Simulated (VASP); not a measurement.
Band structure of MoSe (relaxed from the CsCl type structure, space group Pm-3m). Calculation: PBE GGA, VASP's PBE PAW potentials (set 64) (plane waves; VASP).

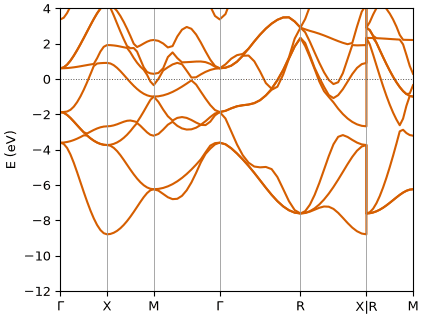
Figure: Bands along high-symmetry lines, zero at the valence-band maximum or, without a gap, the Fermi level

Question: Read the plot: is there a gap, and where are the band edges?

Answer: It has no gap at this level: it comes out as a metal or semimetal. (Edges off the drawn lines would not show.)

The structure was generated: MoSe was put into the CsCl type type (Pm-3m), which need not be its known phase. It was relaxed first, which changed the volume by -31 %.
